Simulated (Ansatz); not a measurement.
Base system: GaP in the zinc blende structure (space group F-43m, No. 216; a = 5.438 Å). Axes: x, y, z lie along the cube axes.

The change: uniaxial strain ε_xx = −4.90 %, all other strain components held at zero; the atoms relax in the strained cell.

Level of theory: PBEsol, PAW, 420 eV (Ansatz, a first-principles code; no spin-orbit coupling).

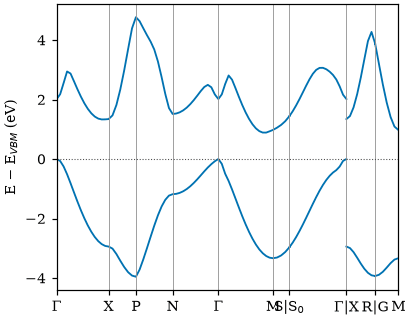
Figure. Highest valence and lowest conduction band along the path of the changed cell's own zone

Problem. Read the changed gap and its character from the plot.

Solution. About 0.9 eV, indirect, Γ → Γ–M (88 % along).

Whether these cells are dynamically stable was not tested. Labels are those of the standard path for the cell's own space group.
